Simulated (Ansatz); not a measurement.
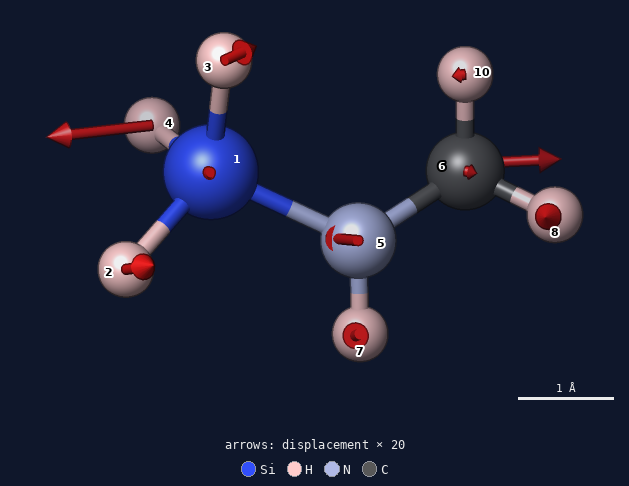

This is a relaxation of CH7NSi. The starting structure is drawn; red arrows show the displacements, 20 times their true length. The two geometries are superimposed by the best rigid fit.

The picture is a ball-and-stick view, seen at a tilt.

It is one of the separated products of a reaction.

Computed with Ansatz 0.2.0, RKS PBE0-D4/def2-TZVP. (force threshold 0.005 eV/Å; at most 200 steps)

What happened in the run?

The atom that moves furthest after the best rigid fit is an H atom (0.060 Å). By element the largest moves are H 0.060 Å, N 0.047 Å, C 0.007 Å, Si 0.006 Å. Near-neighbour distances that change, for instance: N–Si 1.723 → 1.716 Å. After 7 accepted moves (9 points after the start) the energy has fallen by 0.19 kJ/mol. Largest force component: 0.17 eV/Å at the start, 0.0035 eV/Å at the end. The line search rejected the trial steps at points 3, 7 of the run.
